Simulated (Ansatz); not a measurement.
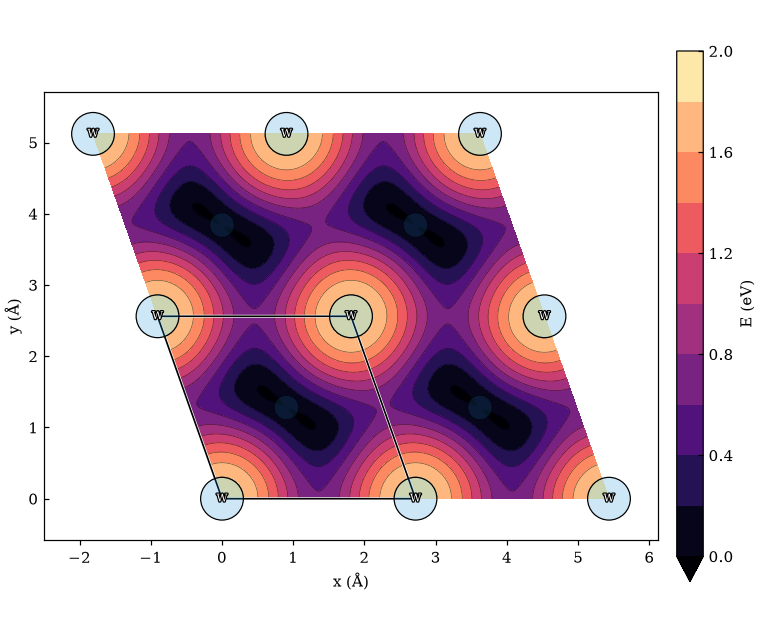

Energy landscape of Pt on a W(110) slab cut from the Im-3m phase, its upper half relaxed before the scan (12 atoms of substrate and one adsorbate in a 2 × 2 cell). 
- Pt is moved over the surface cell; relaxed at each place: the height of the adsorbate's atoms; substrate rigid; the origin of the map has the adsorbate above W9.
- Places are given modulo a cell vector. The map is drawn in real space over the plane of the surface.
- The grid has 6 × 6 points; 13 points were computed and 23 follow by symmetry.
- Places are given in fractions of the 1 × 1 surface cell.
- Energies: eV, counted from the lowest grid point.
- Method: DFT LDA, scalar-relativistic, plane waves, PAW in Ansatz 0.2.0. Settings: cutoff 420 eV, k-mesh 5×5×1, gaussian smearing 0.1 eV, no spin polarisation.

Drawn: filled contours, labelled circles for the atoms of the top layer and small ones for the second layer, the outline of one cell of the 2 × 2 shown. Between grid points the surface is interpolated. 

### Where are the wells?

The lowest grid point is at a bridge site between two W atoms, over a second-layer W atom, (3/6, 3/6) of the cell vectors. No other kind of well shows on this grid. The highest grid point, the top site over a surface W atom, (0/6, 0/6) of the cell vectors, lies 1.92 eV above the lowest. At the lowest point the adsorbate has 2 W at 2.46 Å as nearest neighbours, at the highest 1 W at 2.28 Å. Its relaxed height above the top atom is 1.90 Å at the lowest and 2.28 Å at the highest point.

The whole map (13 points run) took 36 min on 4 threads of Arm Neoverse N1, on a shared host.

PAW datasets: the set soft_1.
